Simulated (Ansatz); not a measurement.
**NaLiICl (P4/mmm): convergence test of the k-point mesh in Python**

How fine a k-point mesh does NaLiICl (P4/mmm) need? A script is to give a convergence test of the k-point mesh; the system is NaLiICl (P4/mmm).

All numbers are computed with Ansatz 0.2.0 through its Python package. Level of theory: DFT PBEsol, plane waves, PAW.

## (1) The structure

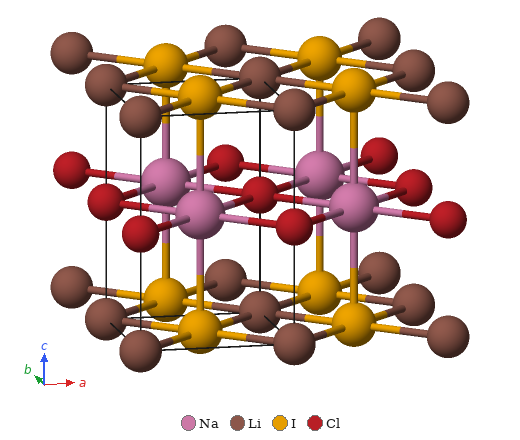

The starting structure, viewed slightly off an axis; sodium pink, lithium brown, iodine amber, chlorine red. 2×2×1 cells are drawn. Atoms on cell faces are repeated.

No structure file is read: the coordinates are typed or built in the script.

## (2) The script

run_kconv.py

```python
# -*- coding: utf-8 -*-
import warnings

import ansatz as az

warnings.simplefilter("ignore", az.DeckWarning)

xtal = (
    az.Lattice.of((4.091636, 0.0, 0.0), (0.0, 4.091636, 0.0), (0.0, 0.0, 6.215344))
    .atom("Na", (0.5, 0.5, 0.5))
    .atom("Li", (0.0, 0.0, 0.0))
    .atom("I", (0.5, 0.5, 0.0))
    .atom("Cl", (0.0, 0.0, 0.5))
)

setup = xtal.calculation().occupations("fixed").functional("PBEsol").scf(tolerance=1e-09).basis(380)

rows = []
for value in [(2, 2, 2), (3, 3, 2), (4, 4, 3), (5, 5, 3), (6, 6, 4), (7, 7, 5)]:
    r = setup.kpoints(*value).run().report
    rows.append((value, r["free_energy_ev"] / len(r["lattice"]["sites"]), r["n_iterations"], r["n_kpoints"]))

print("        mesh   F/atom (eV)    iterations      k-points")
for row in rows:
    print(f"{str(row[0]):>12s}  {row[1]:12.5f}  {row[2]:12d}  {row[3]:12d}")

for row in rows[:-1]:
    shift = 1000 * (row[1] - rows[-1][1])
    print(f"{row[0]}: {shift:+.2f} meV/atom" + ("  (within 1 meV)" if abs(shift) < 1 else ""))
```

## (3) The calls as engine input

The engine receives this input (first run):

```yaml
crystal:
  lattice:
    - [4.091636, 0.0, 0.0]
    - [0.0, 4.091636, 0.0]
    - [0.0, 0.0, 6.215344]
  atoms:
    - { symbol: Na, position: [0.5, 0.5, 0.5] }
    - { symbol: Li, position: [0.0, 0.0, 0.0] }
    - { symbol: I, position: [0.5, 0.5, 0.0] }
    - { symbol: Cl, position: [0.0, 0.0, 0.5] }
basis:
  ecutwfc: 380.0
kpoints:
  mp_grid:
    grid: [2, 2, 2]
hamiltonian:
  xc: pbesol
scf:
  convergence:
    dr2_threshold: 1.0e-09
  occupations:
    method: fixed
```

## (4) Launch

Started as:

```console
> python run_kconv.py
```

Log:

```text
        mesh   F/atom (eV)    iterations      k-points
   (2, 2, 2)   -2544.33341             8             6
   (3, 3, 2)   -2544.43370             8             6
   (4, 4, 3)   -2544.44620             8            12
   (5, 5, 3)   -2544.44837             8            12
   (6, 6, 4)   -2544.44881             8            30
   (7, 7, 5)   -2544.44892             8            30
(2, 2, 2): +115.51 meV/atom
(3, 3, 2): +15.22 meV/atom
(4, 4, 3): +2.72 meV/atom
(5, 5, 3): +0.55 meV/atom  (within 1 meV)
(6, 6, 4): +0.10 meV/atom  (within 1 meV)
```

It took 17 s on 1 thread, shared host.

## (5) What changed from run to run

The engine's inputs for some of the other runs:

Run 2, against run 1:

```diff
@@ -15 +15 @@
-    grid: [2, 2, 2]
+    grid: [3, 3, 2]
```

Run 3, against run 1:

```diff
@@ -15 +15 @@
-    grid: [2, 2, 2]
+    grid: [4, 4, 3]
```

Run 6, against run 1:

```diff
@@ -15 +15 @@
-    grid: [2, 2, 2]
+    grid: [7, 7, 5]
```

Lines on the test bed's own set-up are left out of the output.

A comment line of the script is reworded here; the code is as run.

## (6) What each run gave

One row for each of the 6 runs:

```csv
run,k mesh,energy from run 6 (meV/atom),gap on the mesh (eV),SCF cycles,CPU time (s)
1,"[2, 2, 2]",115.51,3.96,8,1.6
2,"[3, 3, 2]",15.22,4.11,8,1.1
3,"[4, 4, 3]",2.72,4.04,8,2
4,"[5, 5, 3]",0.55,4.08,8,1.6
5,"[6, 6, 4]",0.10,4.04,8,3.3
6,"[7, 7, 5]",0.00,4.06,8,3.4
```

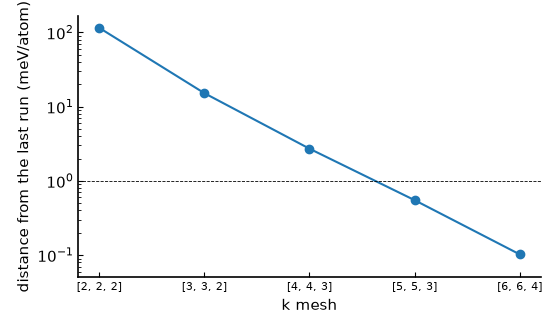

How far each run lies from the last one; the dashed line marks 1 meV/atom.

## (7) What came out

```
                              quantity           value
                         runs compared               6
       last run but one, from the last  +0.10 meV/atom
within 5 meV/atom of the last run from       [4, 4, 3]
```

From 5×5×3 on it stays within 1 meV an atom of the value at 7×7×5; the first row (2×2×2) is off by 115.5 meV and the last but one by 0.10 meV. The cutoff lies under the one recommended for these potentials. This cell is a computed structure, which may not be the phase found in nature. Shifts are counted from the finest mesh, which is itself no proven limit.
